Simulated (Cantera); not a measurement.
A closed system holds: 1 mol Cr2O3, 1.7 mol H2, 0.46 mol N2, at 0.133 bar.

Cantera equilibrium calculation (NASA polynomials, part measured and part estimated; ideal gas, pure solids and liquids). Candidate condensed phases: Cr, CrN, Cr2N, Cr2O3, H2O; 29 gas species. Mutual solubility and eutectic melting of coexisting phases are not modelled. Rates play no part.

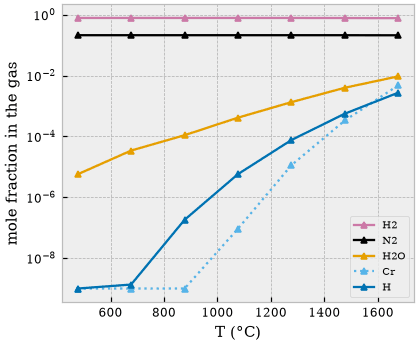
Figure. Equilibrium gas composition (values under 1e-9 drawn at 1e-9)

Read off the mole fractions at 877 °C.

H2 about 0.79, N2 about 0.21, H2O about 0.00011, H about 1.8e-7.
